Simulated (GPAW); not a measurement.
## Quasiparticle gap of BN (P6_3/mmc) in GPAW

How does a plane-wave GW calculation on BN (P6_3/mmc) run from the first input to the gap?

Program: GPAW 26.7.0. Level of theory: PBE and many-body steps on it, plane waves. Results are calculated unless marked as measured.

The database entry behind the starting cell differs from later determinations by our own check (about 0.3 % short, minor phase), so it need not match the best structure at ambient conditions.

**1. The structure**

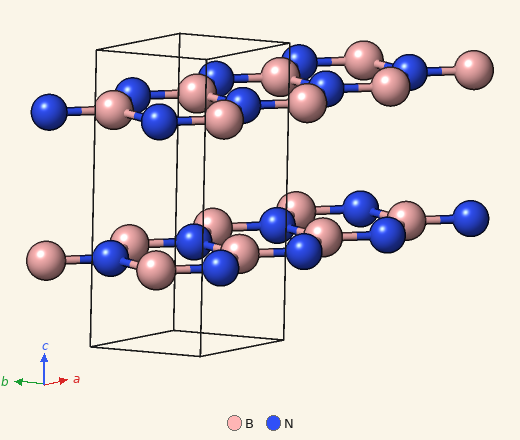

Start, viewed from a free direction; boron pink, nitrogen blue. 4×2×1 cells are drawn.

The cell and positions come from the Crystallography Open Database and are kept as given unless a step says otherwise.

**2. Ground state**

This step: GPAW 26.7.0; DFT, PBE, plane waves, PAW.

The ground-state density comes first.

Input file run.py:

```python
import json
import numpy as np
from gpaw.mpi import world
from ase import Atoms
from gpaw import GPAW, PW, FermiDirac

atoms = Atoms(['B', 'B', 'N', 'N'],
    cell=[[2.4982400000, 0.0000000000, 0.0000000000],
      [-1.2491200000, 2.1635393048, 0.0000000000],
      [0.0000000000, 0.0000000000, 6.6357000000]],
    scaled_positions=[[0.3333333333, 0.6666666667, 0.2500000000],
      [0.6666666667, 0.3333333333, 0.7500000000],
      [0.3333333333, 0.6666666667, 0.7500000000],
      [0.6666666667, 0.3333333333, 0.2500000000]],
    pbc=(True, True, True))
calc = GPAW(mode=PW(600),
    xc='PBE',
    kpts={'size': (9, 9, 4), 'gamma': True},
    occupations=FermiDirac(0.001),
    nbands=-8,
    convergence={'density': 1e-6, 'bands': -3},
    maxiter=100,
    txt='gs.txt')
atoms.calc = calc
res = {'energy': atoms.get_potential_energy()}
kpts = calc.get_ibz_k_points()
res['kpts'] = kpts
res['eigenvalues'] = [calc.get_eigenvalues(kpt=k) for k in range(len(kpts))]
res['n_electrons'] = calc.get_number_of_electrons()
calc.write('gs.gpw')

if world.rank == 0:
    with open('result.json', 'w') as f:
        json.dump(res, f, default=lambda x: x.tolist())
```

Started as:

```
$ mpirun -n 8 gpaw python run.py
```

The log of the run:

```text
__  _  _
 | _ |_)|_||  |
 |__||  | ||/\| - 26.7.0

Input parameters:
  mode=PW(ecut=600.0),
  convergence={'density': 1e-06, 'bands': -3},
  kpts=MonkhorstPack(size=(9, 9, 4), gamma=True),
  maxiter=100,
  nbands=-8,
  occupations=Occupations(name='fermi-dirac', width=0.001, fixmagmom=False),
  xc=XC(name='PBE')
  [... matrices ...]
Diagonalizing LCAO Hamiltonian
Converting LCAO to pw mode

        N B

        B N

Atoms  # Å, Bohr magnetons
|   | symbol |         x |        y |        z |    initial magnetic moments |
| 0 |      B | -0.000000 | 1.442360 | 1.658925 | ( 0.0000,  0.0000,  0.0000) |
| 1 |      B |  1.249120 | 0.721180 | 4.976775 | ( 0.0000,  0.0000,  0.0000) |
| 2 |      N | -0.000000 | 1.442360 | 4.976775 | ( 0.0000,  0.0000,  0.0000) |
| 3 |      N |  1.249120 | 0.721180 | 1.658925 | ( 0.0000,  0.0000,  0.0000) |

Unit cell  # Å
| periodic |         x |        y |        z |  lengths |     angles |
|      yes |  2.498240 | 0.000000 | 0.000000 | 2.498240 |  90.000000 |
|      yes | -1.249120 | 2.163539 | 0.000000 | 2.498240 |  90.000000 |
|      yes |  0.000000 | 0.000000 | 6.635700 | 6.635700 | 120.000000 |

Number of symmetries: 12
Symmetry operations  # r_c * U_cc + t_c -> r_c
|    | kind |            matrix            |
|  0 |  σ   |  1, 1, 0,  0,-1, 0,  0, 0, 1 |
|  1 |  S6  |  1, 1, 0, -1, 0, 0,  0, 0,-1 |
|  2 |  E   |  1, 0, 0,  0, 1, 0,  0, 0, 1 |
|  3 |  C2  |  1, 0, 0, -1,-1, 0,  0, 0,-1 |
|  4 |  C2  |  0, 1, 0,  1, 0, 0,  0, 0,-1 |
|  5 |  C3  |  0, 1, 0, -1,-1, 0,  0, 0, 1 |
|  6 |  S6  |  0,-1, 0,  1, 1, 0,  0, 0,-1 |
|  7 |  σ   |  0,-1, 0, -1, 0, 0,  0, 0, 1 |
|  8 |  σ   | -1, 0, 0,  1, 1, 0,  0, 0, 1 |
|  9 |  i   | -1, 0, 0,  0,-1, 0,  0, 0,-1 |
| 10 |  C3  | -1,-1, 0,  1, 0, 0,  0, 0, 1 |
| 11 |  C2  | -1,-1, 0,  0, 1, 0,  0, 0,-1 |

BZ-sampling:
  Number of BZ points: 324
  Number of IBZ points: 43

  Monkhorst-Pack size: [9, 9, 4]
  Monkhorst-Pack shift: [0.0, 0.0, 0.125]

K-points  # in reciprocal-cell coordinates
|     |                                coordinates |     weight |
|   0 | (  0.00000000,   0.00000000,   0.00000000) | 0.00308642 |
|   1 | (  0.00000000,   0.00000000,   0.25000000) | 0.00617284 |
|   2 | (  0.00000000,   0.00000000,   0.50000000) | 0.00308642 |
|   3 | (  0.11111111,   0.00000000,  -0.25000000) | 0.01851852 |
|   4 | (  0.11111111,   0.00000000,   0.00000000) | 0.01851852 |
|   5 | (  0.11111111,   0.00000000,   0.25000000) | 0.01851852 |
|   6 | (  0.11111111,   0.00000000,   0.50000000) | 0.01851852 |
|   7 | (  0.22222222,  -0.11111111,   0.00000000) | 0.01851852 |
|   8 | (  0.22222222,  -0.11111111,   0.25000000) | 0.03703704 |
|   9 | (  0.22222222,  -0.11111111,   0.50000000) | 0.01851852 |
| ... |                                            |            |
|  42 | (  0.44444444,   0.44444444,   0.50000000) | 0.01851852 |

Plane wave coefficients: 1224
Cutoff: 600.0 eV

Spin-components: 1 (collinear spins)
Bands:           16
Projectors:      20
Spin-degeneracy: 2
Datatype:        complex128

  Storage: CPU
  Wave functions: 12_846_336 bytes (1_605_792 per core)
  Projectors: 18_466_608 bytes (2_308_326 per core)
  [... matrices ...]
Parallelization:
  kpt:    8
  domain: 1
  band:   1

Density:
  Valence electrons: 16.0
  Components: 1
  Grid points: [15 15 40]
  Charge: 0.0  # |e|

Potential:
  Grid points: [15 15 40]

species:
  B:
    name:    Boron
    Z:       5.0
    valence: 3
    core:    2
    charge:  0.0  # [|e|]
    compensation charges:
      type: gauss
      rc: 0.20  # [Å]
      lmax: 2
    cutoffs:
      filter: 1.14  # [Å]
      core: 1.38  # [Å]
    projectors
    | kind |    occ | energy [eV] | rcut [Å] |
    |   2s |  2.000 |      -9.443 |    0.635 |
    |   2p |  1.000 |      -3.606 |    0.635 |
    |    s |        |      17.768 |    0.635 |
    |    p |        |      23.605 |    0.635 |
    |    d |        |       0.000 |    0.635 |

    Using partial waves for B as LCAO basis

  N:
    name:    Nitrogen
    Z:       7.0
    valence: 5
    core:    2
    charge:  0.0  # [|e|]
    compensation charges:
      type: gauss
      rc: 0.18  # [Å]
      lmax: 2
    cutoffs:
      filter: 1.11  # [Å]
      core: 0.96  # [Å]
    projectors
    | kind |    occ | energy [eV] | rcut [Å] |
    |   2s |  2.000 |     -18.583 |    0.603 |
    |   2p |  3.000 |      -7.089 |    0.529 |
    |    s |        |       8.629 |    0.603 |
    |    p |        |      20.123 |    0.529 |
    |    d |        |       0.000 |    0.577 |

    Using partial waves for N as LCAO basis

Reference energy: -4302.422143  # eV

eigensolver:
  PPCG
  Converge bands: -3
  niter=2

density mixing:
  MSR1-Mixer
  Pratt-step length: 0.05
  Maximum mixing coefficient: 0.75
  Old densities: 10
  SVD Regularization: 0.005
  Good broyden scale: 1.0
  Trust region scale: 1.0
  Backstep threshold: 4.0
  History deletion threshold: 6.0
  Fourier metric: weight=20.0, sigma=0.015

occupation numbers:
  Fermi-Dirac:
    width: 0.0010  # eV

poisson solver:
  ecut: 4800.0  # eV

xc functional:
  name: PBE with 2 nearest neighbor stencil

Initialization done in: 1.355 s

convergence criteria:
- Maximum integral of absolute [dens]ity change: 1e-06 electrons / valence electron
- Maximum [total energy] change in last 3 cyles: 0.0005 eV / valence electron
- Maximum integral of absolute [eigenst]ate change: 4e-08 eV^2 / valence electron
maximum number of iterations: 100

SCF iterations
|iter     |     time |      energy | eigst |  dens |
|iter:   1|  |  -37.958324 | +1.19 |       |
|iter:   2|  |  -37.340156 | -0.43 | -0.65 |
|iter:   3|  |  -34.933383 | -0.17 | -0.69 |
|iter:   4|  |  -34.887424 | -1.68 | -1.32 |
|iter:   5|  |  -34.886113 | -1.90 | -1.70 |
|iter:   6|  |  -34.886531c| -3.66 | -2.31 |
|iter:   7|  |  -34.886536c| -5.01 | -3.34 |
|iter:   8|  |  -34.886537c| -6.29 | -3.96 |
|iter:   9|  |  -34.886537c| -7.08 | -4.91 |
|iter:  10|  |  -34.886537c| -7.70c| -5.70 |
|iter:  11|  |  -34.886537c| -8.27c| -6.30c|

Converged in 11 steps
SCF loop duration: 1.133 s (0.103 s/step)
Energy contributions relative to reference atoms: (reference = -4302.422143)
  [... matrices ...]
Energy contributions:
  Kinetic:          34.602600
  Coulomb:         -34.246133
  Zero:             -0.004518
  External:          0.000000
  Xc:              -35.238486
  Entropy:          -0.000000
  Spinorbit:         0.000000
  ----------------------------
  Free energy:     -34.886537
  Extrapolated:    -34.886537

dipole moment: (0.000000, 0.000000, 0.000001)  # |e|*Ang

Fermi level: 4.927
Eigenvalues  # (at kpt = [0.000, 0.000, 0.000])
| band index |      eig [eV] | occ [0-2] |
|          0 |       -13.780 |     2.000 |
|          1 |       -13.486 |     2.000 |
|          2 |        -2.175 |     2.000 |
|          3 |        -0.043 |     2.000 |
|          4 |         2.764 |     2.000 |
|          5 |         2.764 |     2.000 |
|          6 |         2.803 |     2.000 |
|          7 |         2.803 |     2.000 |
|          8 |         9.341 |     0.000 |
|          9 |        14.441 |     0.000 |
|         10 |        15.702 |     0.000 |
|         11 |        15.702 |     0.000 |
|         12 |        15.825 |     0.000 |
|         13 |        15.826 |     0.000 |
|         14 |        16.418 |     0.000 |
|         15 |        17.203 |     0.000 |

Gap: 4.401 eV
Transition (v -> c):
  (s=0, k=24, n=7, [0.33, 0.33, 0.50]) -> (s=0, k=40, n=8, [0.44, 0.44, 0.00])
Direct/indirect transitions are different
Direct gap: 4.654 eV
Transition at: (s=0, k=24, n=7, [0.33, 0.33, 0.50])
# Writing to gs.gpw (mode='')
  [... matrices ...]
```

Run time: 4 s. Hardware: 8 MPI ranks of Intel Xeon 6975P-C (Granite Rapids), shared host; peak memory 1.2 GiB.

Numbers from this step:

* total energy: -34.89 eV
* gap: 4.401 eV
* k of the valence top: 0.3333, 0.3333, 0.5
* k of the conduction bottom: 0.4444, 0.4444, 0
* least direct gap: 4.654 eV

The gap is indirect, with the least direct gap 0.25 eV higher.

**3. Bands along the symmetry lines**

The cheap functional maps the bands first; the places of the edges decide which points the dearer methods must see.

Input file run.py:

```python
import json
import numpy as np
from gpaw.mpi import world
from gpaw import GPAW

path = [[0.000000, 0.000000, 0.000000],
    [0.062500, 0.000000, 0.000000],
    [0.125000, 0.000000, 0.000000],
    [0.187500, 0.000000, 0.000000],
    [0.250000, 0.000000, 0.000000],
    [0.312500, 0.000000, 0.000000],
    [0.375000, 0.000000, 0.000000],
    [0.437500, 0.000000, 0.000000],
    [0.500000, 0.000000, 0.000000],
    [0.479167, 0.041667, 0.000000],
    [0.458333, 0.083333, 0.000000],
    [0.437500, 0.125000, 0.000000],
    [0.416667, 0.166667, 0.000000],
    [0.395833, 0.208333, 0.000000],
    [0.375000, 0.250000, 0.000000],
    [0.354167, 0.291667, 0.000000],
    [0.333333, 0.333333, 0.000000],
    [0.291667, 0.291667, 0.000000],
    [0.250000, 0.250000, 0.000000],
    [0.208333, 0.208333, 0.000000],
    [0.166667, 0.166667, 0.000000],
    [0.125000, 0.125000, 0.000000],
    [0.083333, 0.083333, 0.000000],
    [0.041667, 0.041667, 0.000000],
    [0.000000, 0.000000, 0.000000],
    [0.000000, 0.000000, 0.062500],
    [0.000000, 0.000000, 0.125000],
    [0.000000, 0.000000, 0.187500],
    [0.000000, 0.000000, 0.250000],
    [0.000000, 0.000000, 0.312500],
    [0.000000, 0.000000, 0.375000],
    [0.000000, 0.000000, 0.437500],
    [0.000000, 0.000000, 0.500000],
    [0.062500, 0.000000, 0.500000],
    [0.125000, 0.000000, 0.500000],
    [0.187500, 0.000000, 0.500000],
    [0.250000, 0.000000, 0.500000],
    [0.312500, 0.000000, 0.500000],
    [0.375000, 0.000000, 0.500000],
    [0.437500, 0.000000, 0.500000],
    [0.500000, 0.000000, 0.500000],
    [0.479167, 0.041667, 0.500000],
    [0.458333, 0.083333, 0.500000],
    [0.437500, 0.125000, 0.500000],
    [0.416667, 0.166667, 0.500000],
    [0.395833, 0.208333, 0.500000],
    [0.375000, 0.250000, 0.500000],
    [0.354167, 0.291667, 0.500000],
    [0.333333, 0.333333, 0.500000],
    [0.291667, 0.291667, 0.500000],
    [0.250000, 0.250000, 0.500000],
    [0.208333, 0.208333, 0.500000],
    [0.166667, 0.166667, 0.500000],
    [0.125000, 0.125000, 0.500000],
    [0.083333, 0.083333, 0.500000],
    [0.041667, 0.041667, 0.500000],
    [0.000000, 0.000000, 0.500000],
    [0.500000, 0.000000, 0.500000],
    [0.500000, 0.000000, 0.437500],
    [0.500000, 0.000000, 0.375000],
    [0.500000, 0.000000, 0.312500],
    [0.500000, 0.000000, 0.250000],
    [0.500000, 0.000000, 0.187500],
    [0.500000, 0.000000, 0.125000],
    [0.500000, 0.000000, 0.062500],
    [0.500000, 0.000000, 0.000000],
    [0.333333, 0.333333, 0.500000],
    [0.333333, 0.333333, 0.437500],
    [0.333333, 0.333333, 0.375000],
    [0.333333, 0.333333, 0.312500],
    [0.333333, 0.333333, 0.250000],
    [0.333333, 0.333333, 0.187500],
    [0.333333, 0.333333, 0.125000],
    [0.333333, 0.333333, 0.062500],
    [0.333333, 0.333333, 0.000000]]
calc = GPAW('gs.gpw').fixed_density(kpts=path,
    symmetry='off',
    nbands=18,
    convergence={'bands': 14},
    txt='bands.txt')
res = {}
kpts = calc.get_ibz_k_points()
res['kpts'] = kpts
res['eigenvalues'] = [calc.get_eigenvalues(kpt=k) for k in range(len(kpts))]
res['n_electrons'] = calc.get_number_of_electrons()

if world.rank == 0:
    with open('result.json', 'w') as f:
        json.dump(res, f, default=lambda x: x.tolist())
```

Started as:

```
$ mpirun -n 8 gpaw python run.py
```

The log of the run:

```text
Diagonalizing LCAO Hamiltonian
Converting LCAO to pw mode
convergence criteria:
- Maximum integral of absolute [eigenst]ate change: 4e-08 eV^2 / valence electron
maximum number of iterations: 100

SCF iterations
|iter     |     time |      energy | eigst |  dens |
|iter:   1|  |             | +1.54 |       |
|iter:   2|  |             | +0.36 |       |
|iter:   3|  |             | -0.26 |       |
[...]
|iter:   8|  |             | -6.05 |       |
|iter:   9|  |             | -6.84 |       |
|iter:  10|  |             | -7.70c|       |
SCF steps: 10
  __  _  _
 | _ |_)|_||  |
 |__||  | ||/\| - 26.7.0

Input parameters:
  mode=PW(ecut=600.0),
  convergence={'bands': 14},
  gpts=array([15, 15, 40]),
  kpts=KPoints(kpts=array([[0.      , 0.      , 0.      ],
         [0.0625  , 0.      , 0.      ],
         [0.125   , 0.      , 0.      ],
         [0.1875  , 0.      , 0.      ],
[...]
[0.479167, 0.041667, 0.      ],
         [0.458333, 0.083333, 0.      ],
[...]
[0.416667, 0.166667, 0.      ],
[...]
[0.5     , 0.      , 0.0625  ],
         [0.5     , 0.      , 0.      ],
[...]
[0.333333, 0.333333, 0.125   ],
         [0.333333, 0.333333, 0.0625  ],
         [0.333333, 0.333333, 0.      ]])),
  maxiter=100,
  nbands=18,
  occupations=Occupations(name='fermi-dirac', width=0.001, fixmagmom=False),
  parallel={},
  symmetry=Symmetry(point_group=False, time_reversal=False),
  xc=XC(name='PBE')
  [... matrices ...]
timing:  # [seconds]
  Total: 0.021  # ━━━━━━━━━━━━━━━━━━━━━━━━━━━━━━━━━━━━━━━━━━━━━━━━━━━━━━━━━━━
```

Wall time 4.1 s (8 MPI ranks); peak memory 1.3 GiB; 31 s of CPU time.

Numbers from this step:

| Item | Value |
| --- | --- |
| gap | 4.256 eV |
| k of the valence top | 0.3542, 0.2917, 0 |
| k of the conduction bottom | 0.5, 0, 0 |
| least direct gap | 4.654 eV |

The gap is 4.256 eV, −0.144 eV from the run before at this level.

The electronic bands at the labelled points (eV, zero at the top of the highest filled band; v1 is the highest filled band, c1 the lowest empty one):

```
    point     v4     v3     v2     v1    c1     c2     c3     c4
        Γ  -1.34  -1.34  -1.30  -1.30  5.23  10.33  11.59  11.59
        M  -4.18  -4.11  -1.48  -0.46  4.26   5.63   9.57  10.00
        K  -7.18  -7.18  -0.10  -0.10  4.85   4.85  10.77  13.27
        Γ  -1.34  -1.34  -1.30  -1.30  5.23  10.33  11.59  11.59
        A  -1.32  -1.32  -1.32  -1.32  7.62   7.62  11.66  11.66
        L  -4.14  -4.14  -0.95  -0.95  4.72   4.72   9.96   9.96
        H  -7.19  -7.19  -0.03  -0.03  4.63   4.63  12.01  12.01
        A  -1.32  -1.32  -1.32  -1.32  7.62   7.62  11.66  11.66
jump to L  -4.14  -4.14  -0.95  -0.95  4.72   4.72   9.96   9.96
        M  -4.18  -4.11  -1.48  -0.46  4.26   5.63   9.57  10.00
jump to H  -7.19  -7.19  -0.03  -0.03  4.63   4.63  12.01  12.01
        K  -7.18  -7.18  -0.10  -0.10  4.85   4.85  10.77  13.27
```

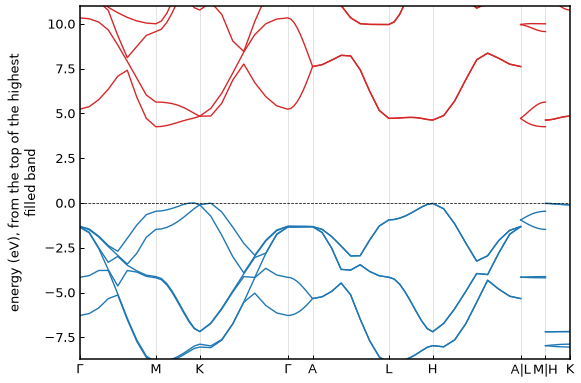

Electronic bands along the path; lines of filled and empty bands in two colours.

**4. Empty states on the mesh, 6×6×4 mesh, 433 bands**

The sums over transitions need many empty states on a uniform mesh; this step solves for them.

Input file run.py:

```python
import json
import numpy as np
from gpaw.mpi import world
from gpaw import GPAW

calc = GPAW('gs.gpw').fixed_density(kpts={'size': (6, 6, 4), 'gamma': True},
    parallel={'domain': 1, 'band': 1},
    txt='nscf.txt')
calc.diagonalize_full_hamiltonian(nbands=433)
calc.write('full.gpw', mode='all')
res = {}
kpts = calc.get_ibz_k_points()
res['kpts'] = kpts
res['eigenvalues'] = [calc.get_eigenvalues(kpt=k) for k in range(len(kpts))]
res['n_electrons'] = calc.get_number_of_electrons()

if world.rank == 0:
    with open('result.json', 'w') as f:
        json.dump(res, f, default=lambda x: x.tolist())
```

Started as:

```
$ mpirun -n 8 gpaw python run.py
```

The log of the run:

```text
Diagonalizing LCAO Hamiltonian
Converting LCAO to pw mode
convergence criteria:
- Maximum integral of absolute [eigenst]ate change: 4e-08 eV^2 / valence electron
maximum number of iterations: 100

SCF iterations
|iter     |     time |      energy | eigst |  dens |
|iter:   1|  |             | +1.30 |       |
|iter:   2|  |             | -0.12 |       |
|iter:   3|  |             | -1.07 |       |
[...]
|iter:   8|  |             | -4.52 |       |
|iter:   9|  |             | -6.78 |       |
|iter:  10|  |             | -7.74c|       |
SCF steps: 10
  __  _  _
 | _ |_)|_||  |
 |__||  | ||/\| - 26.7.0

Input parameters:
  mode=PW(ecut=600.0),
  convergence={'density': 1e-06, 'bands': -3},
  gpts=array([15, 15, 40]),
  kpts=MonkhorstPack(size=(6, 6, 4), gamma=True),
  maxiter=100,
  nbands=16,
  occupations=Occupations(name='fermi-dirac', width=0.001, fixmagmom=False),
  parallel={'domain': 1, 'band': 1},
  xc=XC(name='PBE')
Matrix size: 1167x1167
# Writing to full.gpw (mode='all')
  [... matrices ...]

timing:  # [seconds]
  Total: 3.286  # ━━━━━━━━━━━━━━━━━━━━━━━━━━━━━━━━━━━━━━━━━━━━━━━━━━━━━━━━━━━
```

Wall time 6.5 s (8 MPI ranks); peak memory 2.4 GiB.

This step gave:

* gap: 4.281 eV
* k of the valence top: 0.3333, 0.3333, 0.5
* k of the conduction bottom: 0.5, 0.5, 0
* least direct gap: 4.654 eV
* k points computed: 24
* lowest point of the top converged band, above the valence top: 284.8314 eV

On this mesh the gap is 4.281 eV.

(Part 1 of 2 ends here.)

[Paths, hosts, dates, memory and timing lines, banners, echoed tables and standing remarks are left out of the program output.]

[Logs are printed without paths, hosts, clocks, repeated set-up lines and the standing remarks that a program may print on its own settings, such as how far it seeks lower states.]

[Runs of the session that timed out or met a known fault of the program may be left out.]

[Hosts, paths, dates, database ids (printed as entryN), source tags and the programs' standing remarks are cut or masked in the printed files.]
